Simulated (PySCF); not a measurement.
```xyz
8

Si    1.8392   -0.2486   -0.3092
O     0.2170   -0.2032   -0.3384
Si   -1.3491    0.0236   -0.0106
H     2.3287    1.1097   -0.4960
H     2.2422   -0.9114    0.9227
H    -1.4913    0.2622    1.4261
H    -2.0126   -1.2087   -0.4278
H    -1.7652    1.1858   -0.7914
```

Geometry: GFN2-xTB.

Level of theory: UKS B3LYP, pcH-1 on H O Si, non-relativistic, mean-field spin-orbit, GIAO in PySCF.

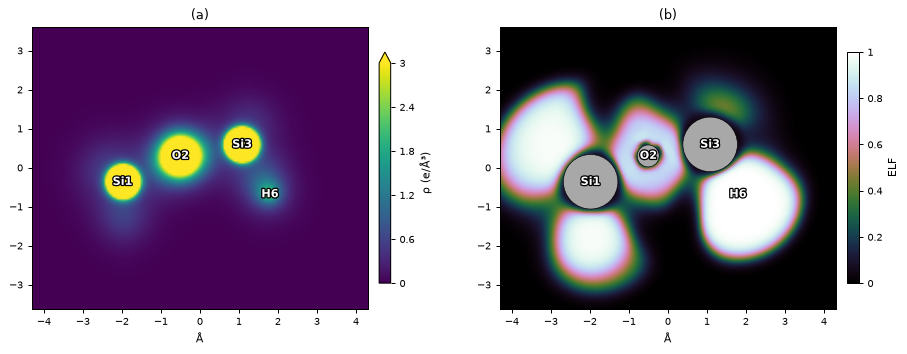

H5OSi2 (doublet). (a) electron density; (b) electron localisation function on the plane of atoms O2, Si3 and H6. Grey discs cover the atomic cores in the ELF map.

Interpret the plot.

- The section cuts through Si, O and H sites.
- Si–O (1.62 Å): the density is about 1.1 e/Å³ at the midpoint; the ELF peaks at about 0.85 between the atoms; a polar covalent bond.
- Si–H (1.46 Å): the density is about 0.82 e/Å³ at the midpoint; the ELF climbs to about 1 towards the hydrogen, as it does in any bond to H.
- The ELF also peaks beside Si1 and O2, away from the bonds: non-bonding electrons, paired or unpaired.
